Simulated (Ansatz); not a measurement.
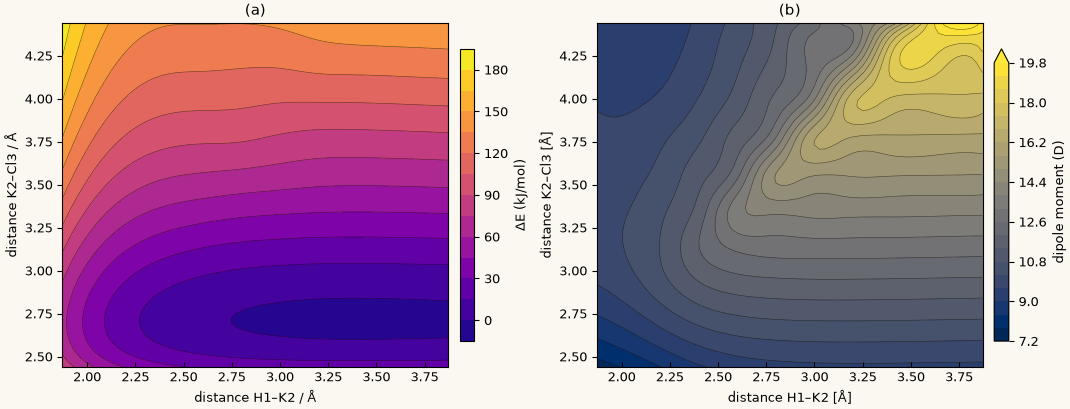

The system H + KCl, spin multiplicity 2. The first coordinate is: distance H1–K2; the second: distance K2–Cl3. Nothing is relaxed (the angle H1–K2–Cl3 is fixed at 180 degrees). Grid: 12 × 12 points. Points are written as (first, second). Energies: kJ/mol, counted from H far from the relaxed KCl (each part in its own basis). These are results of UKS PBE0-D4/def2-SVPD (Ansatz 0.2.0), not measurements.

Panel (a) is the energy; panel (b) is the computed dipole moment, in D.

Drawn: filled contours. Between grid points the surface is interpolated.

**How does the dipole moment vary over the map, and what is it at the lowest grid point?**

Leaving out the highest fifth of the energies, it runs from 7.5 D at (1.872 Å, 2.440 Å) to 17.2 D at (3.194 Å, 3.981 Å). At the lowest grid point, (3.413 Å, 2.658 Å), it is 10.5 D.

```csv
"distance K2–Cl3 ↓, distance H1–K2 →",1.872,1.961,2.090,2.241,2.409,2.590,2.782,2.983,3.194,3.413,3.639,3.872
4.440,9.2,9.1,9.1,9.3,9.7,10.4,11.3,12.3,13.6,15.4,19.5,19.4
4.207,9.4,9.3,9.3,9.5,10.0,10.7,11.6,12.7,14.4,18.3,18.3,18.3
3.981,9.6,9.5,9.6,9.8,10.3,11.0,12.1,13.7,17.2,17.2,17.2,17.1
3.762,9.7,9.7,9.9,10.2,10.8,11.7,13.1,16.1,16.1,16.1,16.0,16.0
3.551,9.9,9.9,10.1,10.5,11.2,12.4,14.9,15.0,15.0,15.0,15.0,15.0
3.350,10.0,10.1,10.3,10.8,11.7,13.5,13.9,14.0,14.0,14.0,14.0,13.9
3.158,10.0,10.1,10.4,11.0,12.1,12.8,13.0,13.0,13.0,13.0,13.0,13.0
2.977,9.7,9.9,10.3,10.9,11.6,12.0,12.1,12.1,12.1,12.1,12.1,12.1
2.809,9.3,9.4,9.8,10.3,10.9,11.1,11.3,11.3,11.3,11.3,11.3,11.2
2.658,8.6,8.8,9.2,9.7,10.1,10.4,10.5,10.5,10.6,10.5,10.5,10.5
2.529,8.0,8.2,8.6,9.0,9.4,9.7,9.9,9.9,9.9,9.9,9.9,9.9
2.440,7.5,7.7,8.1,8.5,8.9,9.3,9.4,9.5,9.5,9.5,9.5,9.5
```
